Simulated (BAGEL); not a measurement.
# CH3ClOZn (SMILES [OH][Zn][CH2]Cl): HF/6-31G(d) (density fitting with qzvpp-jkfit, spherical functions)

Aim: the vertical ionisation energy of CH3ClOZn at HF/6-31G* (density fitting with qzvpp-jkfit, spherical functions), from 2 runs. 

Program for the calculation: BAGEL 1.2.2.

## (1) The molecule

CH3ClOZn has 7 atoms, charge 0, and is taken as a singlet. As SMILES, `[OH][Zn][CH2]Cl`. Geometry: relaxed at PBE0-D4/def2-TZVP.

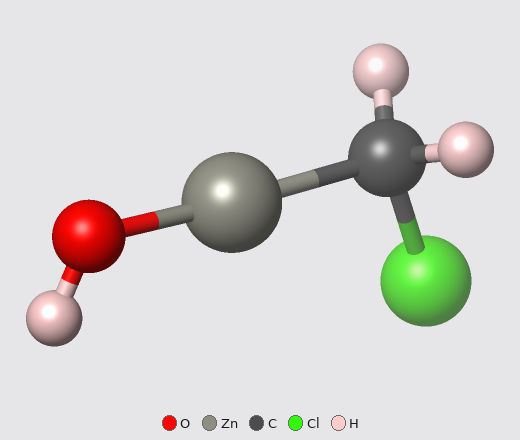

Viewed from a chosen angle; oxygen red, zinc grey, carbon dark grey, chlorine green, hydrogen pink.

## (2) The energy at HF/6-31G(d) (density fitting with qzvpp-jkfit, spherical functions)

job.json

```json
{ "bagel": [

{
  "title": "molecule",
  "basis": "6-31gs.json",
  "df_basis": "qzvpp-jkfit",
  "angstrom": true,
  "geometry": [
    { "atom": "O", "xyz": [   -0.953200,    2.141200,   -0.925300 ] },
    { "atom": "Zn", "xyz": [   -0.184900,    0.699100,   -0.237400 ] },
    { "atom": "C", "xyz": [    0.724700,   -0.827500,    0.521200 ] },
    { "atom": "Cl", "xyz": [   -0.294500,   -2.279700,    0.231000 ] },
    { "atom": "H", "xyz": [   -1.849800,    2.039600,   -1.247800 ] },
    { "atom": "H", "xyz": [    1.691800,   -1.022500,    0.060100 ] },
    { "atom": "H", "xyz": [    0.865900,   -0.750200,    1.598300 ] }
  ]
},
{ "title": "hf" },
{ "title": "print", "file": "orbitals.molden", "orbitals": true }

]}
```

The basis set 6-31G* is read from a file made from the Basis Set Exchange's data (not shown).

On the command line:

```bash
$ BAGEL_NUM_THREADS=1 BAGEL job.json > job.out
```

Standard output:

```text
* using 1 threads per process

  ===============================================================
  ===============================================================

  *** Geometry ***

  { "atom" : "O", "xyz" : [     -1.801287,      4.046282,     -1.748564 ] },
  { "atom" : "Zn", "xyz" : [     -0.349410,      1.321108,     -0.448621 ] },
  { "atom" : "C", "xyz" : [      1.369485,     -1.563748,      0.984925 ] },
  { "atom" : "Cl", "xyz" : [     -0.556524,     -4.308009,      0.436527 ] },
  { "atom" : "H", "xyz" : [     -3.495615,      3.854285,     -2.358000 ] },
  { "atom" : "H", "xyz" : [      3.197039,     -1.932245,      0.113573 ] },
  { "atom" : "H", "xyz" : [      1.636314,     -1.417673,      3.020349 ] },

  Number of auxiliary basis functions:      598

  Since a DF basis is specified, we compute 2- and 3-index integrals:
    o Being stored without compression. Storage requirement is 0.035 GB

  Number of basis functions:       86
  Number of electrons      :       64

    * METHOD: MOLECULE                             0.50

  *** RHF ***

  === Nuclear Repulsion ===
   304.9520862043

      * DIIS with orbital gradients will be used.

  === RHF iteration (6-31gs.json) ===
      0      -2351.23182452          0.01874440           0.13
      1      -2351.33590375          0.01459119           0.12
      2      -2351.44471532          0.00120921           0.13
      3      -2351.44619408          0.00035124           0.13
      4      -2351.44630472          0.00014408           0.13
      5      -2351.44632182          0.00004008           0.13
      6      -2351.44632420          0.00001791           0.13
      7      -2351.44632461          0.00000391           0.13
      8      -2351.44632463          0.00000163           0.13
      9      -2351.44632463          0.00000067           0.13
     10      -2351.44632464          0.00000026           0.17
     11      -2351.44632464          0.00000013           0.12
     12      -2351.44632464          0.00000005           0.11
     13      -2351.44632464          0.00000002           0.11
     14      -2351.44632464          0.00000001           0.11
    * SCF iteration converged.

    * Permanent dipole moment:
           (   -0.155591,    -0.144454,    -0.168794) a.u.

    * METHOD: HF                                   2.19

    * METHOD: PRINT                                0.01

  ===============================================================
```

It took 3 s on 1 thread of Intel Xeon Platinum 8488C (Sapphire Rapids), shared host; peak memory 0.16 GiB.

## (3) The doublet cation, same level

input.json

```json
{ "bagel": [

{
  "title": "molecule",
  "basis": "6-31gs.json",
  "df_basis": "qzvpp-jkfit",
  "angstrom": "true",
  "geometry": [
    { "atom": "O", "xyz": [      -0.953200,       2.141200,      -0.925300 ] },
    { "atom": "Zn", "xyz": [      -0.184900,       0.699100,      -0.237400 ] },
    { "atom": "C", "xyz": [       0.724700,      -0.827500,       0.521200 ] },
    { "atom": "Cl", "xyz": [      -0.294500,      -2.279700,       0.231000 ] },
    { "atom": "H", "xyz": [      -1.849800,       2.039600,      -1.247800 ] },
    { "atom": "H", "xyz": [       1.691800,      -1.022500,       0.060100 ] },
    { "atom": "H", "xyz": [       0.865900,      -0.750200,       1.598300 ] }
  ]
},

{ "title": "uhf", "charge": 1, "nopen": 1 },

{ "title": "print", "file": "orbitals.molden", "orbitals": "true" }

]}
```

The basis set 6-31G* is read from a file made from the Basis Set Exchange's data (not shown).

On the command line:

```bash
$ BAGEL_NUM_THREADS=1 BAGEL input.json > input.out
```

Standard output:

```text
* using 1 threads per process

  ===============================================================
  ===============================================================

  *** Geometry ***

  { "atom" : "O", "xyz" : [     -1.801287,      4.046282,     -1.748564 ] },
  { "atom" : "Zn", "xyz" : [     -0.349410,      1.321108,     -0.448621 ] },
  { "atom" : "C", "xyz" : [      1.369485,     -1.563748,      0.984925 ] },
  { "atom" : "Cl", "xyz" : [     -0.556524,     -4.308009,      0.436527 ] },
  { "atom" : "H", "xyz" : [     -3.495615,      3.854285,     -2.358000 ] },
  { "atom" : "H", "xyz" : [      3.197039,     -1.932245,      0.113573 ] },
  { "atom" : "H", "xyz" : [      1.636314,     -1.417673,      3.020349 ] },

  Number of auxiliary basis functions:      598

  Since a DF basis is specified, we compute 2- and 3-index integrals:
    o Being stored without compression. Storage requirement is 0.035 GB

  Number of basis functions:       86
  Number of electrons      :       64

    * METHOD: MOLECULE                             0.52

  *** Open-shell HF ***

  === Nuclear Repulsion ===
   304.9520862043

      * DIIS with orbital gradients will be used.

  === UHF iteration (6-31gs.json) ===
      0      -2350.85257504          0.03953514           0.25
      1      -2350.89889001          0.03844246           0.25
      2      -2350.97246085          0.03084372           0.26
      3      -2351.09832723          0.00191040           0.27
      4      -2351.10022780          0.00091817           0.27
      5      -2351.10073731          0.00045699           0.27
      6      -2351.10103108          0.00025629           0.24
      7      -2351.10119077          0.00017701           0.24
      8      -2351.10129121          0.00011628           0.24
      9      -2351.10134185          0.00008115           0.24
     10      -2351.10136019          0.00006341           0.25
     11      -2351.10137636          0.00005607           0.24
     12      -2351.10138701          0.00004604           0.26
     13      -2351.10140000          0.00003509           0.24
     14      -2351.10140789          0.00002332           0.23
     15      -2351.10141167          0.00000915           0.24
     16      -2351.10141205          0.00000487           0.24
     17      -2351.10141217          0.00000313           0.24
     18      -2351.10141222          0.00000251           0.23
     19      -2351.10141226          0.00000157           0.24
     20      -2351.10141227          0.00000092           0.23
     21      -2351.10141228          0.00000047           0.23
     22      -2351.10141228          0.00000021           0.23
     23      -2351.10141228          0.00000015           0.23
     24      -2351.10141228          0.00000012           0.23
     25      -2351.10141228          0.00000008           0.23
     26      -2351.10141228          0.00000006           0.23
     27      -2351.10141228          0.00000003           0.23
     28      -2351.10141228          0.00000002           0.24
     29      -2351.10141228          0.00000001           0.23
     30      -2351.10141228          0.00000001           0.23
    * SCF iteration converged.

    * S^2 (UHF) is 0.7703

    * Permanent dipole moment:
           (   -0.750842,     1.697007,    -0.814966) a.u.

    * METHOD: UHF                                  7.79

    * METHOD: PRINT                                0.01

  ===============================================================
```

Wall time 8.7 s (1 thread of Intel Xeon Platinum 8488C (Sapphire Rapids), shared host); peak memory 0.16 GiB.

## (4) Outcome

At HF/6-31G* (density fitting with qzvpp-jkfit, spherical functions):

| quantity | value |
| --- | --- |
| singlet CH3ClOZn: total energy | -2351.44632 Eh |
| singlet CH3ClOZn: dipole moment | 0.69 D |
| singlet CH3ClOZn: HOMO energy | -10.45 eV |
| singlet CH3ClOZn: LUMO energy | 2.15 eV |
| singlet CH3ClOZn: HOMO–LUMO gap | 12.60 eV |
| doublet cation: total energy | -2351.10141 Eh |
| doublet cation: ⟨S²⟩ | 0.770 |
| vertical ionisation energy (to the doublet cation) | 9.386 eV |

What this shows: Removing an electron at fixed nuclei costs 9.39 eV (906 kJ/mol). The negative HOMO energy of the first species, 10.45 eV, lies 1.06 eV above that difference.
